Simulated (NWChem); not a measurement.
# CH4N (SMILES [CH2]N): levels of theory compared

Wanted: a comparison of 4 runs (UHF/STO-3G, UHF/3-21G, UB3LYP/6-31G*) of CH4N. 

Program for the calculation: NWChem 7.3.0.

**1. Starting point**

CH4N: 6 atoms, total charge 0, spin state doublet. SMILES: `[CH2]N`. The coordinates come from a PBE0-D4/def2-TZVP relaxation. This is one conformer, not always the lowest.

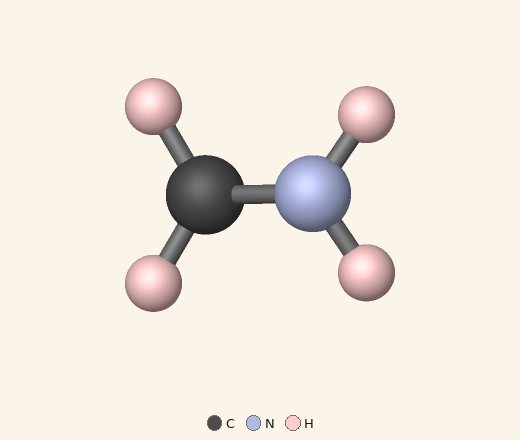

Viewed from a chosen angle; carbon dark grey, nitrogen light blue, hydrogen pink.

**2. Energy and gradient at UHF/STO-3G (run 1)**

File ch4n.nw:

```
start ch4n
memory 2200 mb
geometry units angstroms noautosym nocenter noautoz
 C     -0.319900    -0.571400    -0.195400
 N      0.368400     0.544400     0.254100
 H     -1.285500    -0.763000     0.252600
 H      0.275200    -1.412900    -0.523600
 H      1.200400     0.778600    -0.264400
 H     -0.196500     1.360300     0.430400
end
basis spherical bse
 * library STO-3G
end
scf
 doublet
 uhf
 thresh 1e-08
 maxiter 80
end
task scf gradient
```

Launch:

```sh
$ nwchem ch4n.nw > ch4n.out
```

What it wrote:

```text
[...]
  functions       =    14
[...]
  wavefunction    = UHF
[...]
         Total SCF energy =    -93.393742041953
      One electron energy =   -200.481368989769
      Two electron energy =     69.793506495351
 Nuclear repulsion energy =     37.294120452466
                       Sz =      0.5000
                 Sz(Sz+1) =      0.7500
                      S^2 =      0.7585
[...]
                         UHF ENERGY GRADIENTS
    atom               coordinates                        gradient
                 x          y          z           x          y          z
   1 C      -0.604523  -1.079789  -0.369252    0.023433   0.029075   0.022988
   2 N       0.696175   1.028767   0.480179   -0.021165  -0.013924  -0.030909
   3 H      -2.429243  -1.441861   0.477345   -0.000810   0.001785  -0.002223
   4 H       0.520053  -2.669994  -0.989461   -0.000125   0.001471  -0.002556
   5 H       2.268427   1.471341  -0.499644   -0.011220  -0.004798   0.011602
   6 H      -0.371331   2.570594   0.813338    0.009886  -0.013609   0.001098
[...]
```

It took 0.78 s on 1 thread of AMD EPYC 9R45 (Zen 5), shared host; peak memory 0.099 GiB.

**3. Energy and forces at UHF/3-21G (run 2)**

File ch4n.nw:

```
start ch4n
title "CH4N"
memory total 2200 mb

geometry units angstrom noautosym nocenter noautoz
   C       -0.319900      -0.571400      -0.195400
   N        0.368400       0.544400       0.254100
   H       -1.285500      -0.763000       0.252600
   H        0.275200      -1.412900      -0.523600
   H        1.200400       0.778600      -0.264400
   H       -0.196500       1.360300       0.430400
end

basis spherical bse
   * library 3-21G
end

scf
   nopen 1
   uhf
   thresh 1e-08
   maxiter 80
   print low
end

task scf gradient
```

Launch:

```sh
$ nwchem ch4n.nw > ch4n.out
```

What it wrote:

```text
[...]
  functions       =    26
[...]
  wavefunction    = UHF
[...]
         Total SCF energy =    -94.061708763396
      One electron energy =   -200.570521175036
      Two electron energy =     69.214691959174
 Nuclear repulsion energy =     37.294120452466
                       Sz =      0.5000
                 Sz(Sz+1) =      0.7500
                      S^2 =      0.7594
[...]
                         UHF ENERGY GRADIENTS
    atom               coordinates                        gradient
                 x          y          z           x          y          z
   1 C      -0.604523  -1.079789  -0.369252    0.012300   0.022612   0.005970
   2 N       0.696175   1.028767   0.480179   -0.009020  -0.025181   0.002929
   3 H      -2.429243  -1.441861   0.477345   -0.006164   0.000244   0.002221
   4 H       0.520053  -2.669994  -0.989461    0.004254  -0.004113  -0.002953
   5 H       2.268427   1.471341  -0.499644    0.002301   0.001984  -0.005566
   6 H      -0.371331   2.570594   0.813338   -0.003671   0.004453  -0.002601
 Task  times  cpu:        0.3s     wall:        0.3s
 Total times  cpu:        0.3s     wall:        0.3s
```

Wall time 0.82 s (1 thread of AMD EPYC 9R45 (Zen 5), shared host); peak memory 0.1 GiB.

Run 3 isn't shown in full; the table further down has it.

**4. Energy and gradient at UB3LYP/6-31G(d) (Cartesian functions) (run 4)**

File ch4n.nw:

```
start ch4n
memory 2200 mb

geometry units angstroms noautosym nocenter noautoz
  C       -0.319900      -0.571400      -0.195400
  N        0.368400       0.544400       0.254100
  H       -1.285500      -0.763000       0.252600
  H        0.275200      -1.412900      -0.523600
  H        1.200400       0.778600      -0.264400
  H       -0.196500       1.360300       0.430400
end

basis "ao basis" cartesian
  * library 6-31G*
end

dft
  xc b3lyp
  mult 2
  grid xfine
  convergence energy 1e-08
  maxiter 100
  mulliken
  noprint "final vectors analysis"
end

task dft gradient
```

Launch:

```sh
$ nwchem ch4n.nw > ch4n.out
```

What it wrote:

```text
[...]
          Wavefunction type:  spin polarized.
          No. of atoms     :     6
          No. of electrons :    17
[...]
          Charge           :     0
          Spin multiplicity:     2
[...]
          AO basis - number of functions:    38
[...]
              XC Information
              --------------
                         B3LYP Method XC Potential
                     Hartree-Fock (Exact) Exchange  0.200
                        Slater Exchange Functional  0.800 local
                    Becke 1988 Exchange Functional  0.720 non-local
              Lee-Yang-Parr Correlation Functional  0.810
                  VWN I RPA Correlation Functional  0.190 local
[...]
 d= 0,ls=0.0,diis     1    -95.1698929381 -1.32D+02  5.10D-03  6.16D-02     1.1
[...]
 d= 0,ls=0.0,diis    10    -95.1951459551 -3.28D-09  1.10D-06  1.68D-09     9.3
[...]
         Total DFT energy =      -95.195145955057
      One electron energy =     -201.480065260011
           Coulomb energy =       82.811348696572
    Exchange-Corr. energy =      -13.820549844085
 Nuclear repulsion energy =       37.294120452466
[...]
      <S2> =      0.7530 (Exact =     0.7500)
[...]
  wavefunction    = open shell
                         DFT ENERGY GRADIENTS
    atom               coordinates                        gradient
                 x          y          z           x          y          z
   1 C      -0.604523  -1.079789  -0.369252    0.005420   0.004872   0.006983
   2 N       0.696175   1.028767   0.480179   -0.004358  -0.001091  -0.007861
   3 H      -2.429243  -1.441861   0.477345    0.001226   0.000700  -0.001863
   4 H       0.520053  -2.669994  -0.989461   -0.001352   0.001753  -0.000574
   5 H       2.268427   1.471341  -0.499644   -0.003347  -0.001910   0.003092
   6 H      -0.371331   2.570594   0.813338    0.002411  -0.004324   0.000223
[...]
```

It took 11 s on 1 thread of AMD EPYC 9R45 (Zen 5), shared host; peak memory 0.13 GiB.

**5. All runs side by side**

```tsv
run	level	iteration cap	module	energy (Eh)	dipole moment (D)	⟨S²⟩	largest force (eV/Å)	wall time
1	UHF/STO-3G	80	scf	-93.393742	1.01	0.758	2.255	0.78 s
2	UHF/3-21G	80	scf	-94.061709	–	0.759	1.384	0.82 s
3	UB3LYP/6-31G* (spherical functions)	100	dft	-95.193281	1.24	0.753	0.522	11 s
4	UB3LYP/6-31G* (Cartesian functions)	100	dft	-95.195146	1.24	0.753	0.519	11 s
```

**6. Summary of results**

```
                       quantity         value
            run 4: total energy  -95.19515 Eh
           run 4: dipole moment        1.24 D
                    run 4: ⟨S²⟩         0.753
run 4: largest force on an atom    0.519 eV/Å
```

**Reading.** Over runs 1, 3, 4 the dipole moment (its size) runs from 1.01 D (UHF/STO-3G) to 1.24 D (UB3LYP/6-31G*). The two ends differ in method and basis. In run 1 the basis is minimal, so the values are rough. All runs together took 23 s, the longest 11 s.
